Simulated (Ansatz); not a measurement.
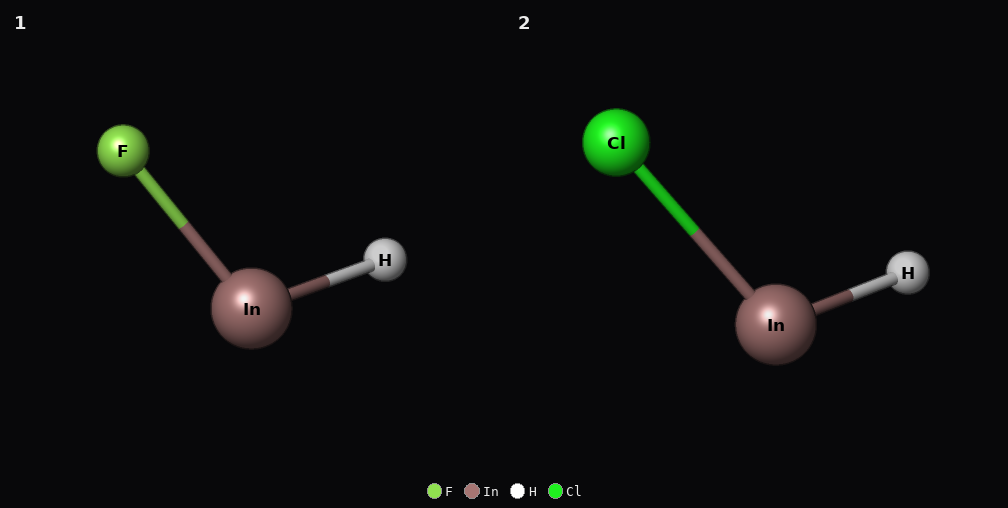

2 molecules with one skeleton, seen from the same side and at one scale. Each species is neutral and a spin doublet. Computed geometries: PBE0-D4/def2-TZVP optimisations, one conformation each. Properties computed with Ansatz 0.2.0. Elements past Kr carry core potentials.

One atom differs, called X below: F in panel 1, Cl in panel 2. Their formulas are FHIn (`[F][InH]`), ClHIn (`[Cl][InH]`).

In which is the harmonic zero-point energy higher (PBE0-D4/def2-TZVP)?

Answer. In panel 1 (X = F).

In which is the dipole moment larger (PBE0-D4/def2-TZVP)?

Answer. In panel 1 (X = F).

Give the values. With PBE0-D4/def2-TZVP: length of X–In (Å), angle X–In–H (°), dipole moment (D), harmonic zero-point energy (kJ/mol), harmonic X–In stretching wavenumber (cm⁻¹).

```tsv
quantity	1 (F)	2 (Cl)	2 − 1
length of X–In (Å)	1.970	2.365	+0.395
angle X–In–H (°)	113.8	115.3	+1.5
dipole moment (D)	2.97	2.84	−0.13
harmonic zero-point energy (kJ/mol)	14.8	13.7	−1.1
harmonic X–In stretching wavenumber (cm⁻¹)	556	335	−221
```
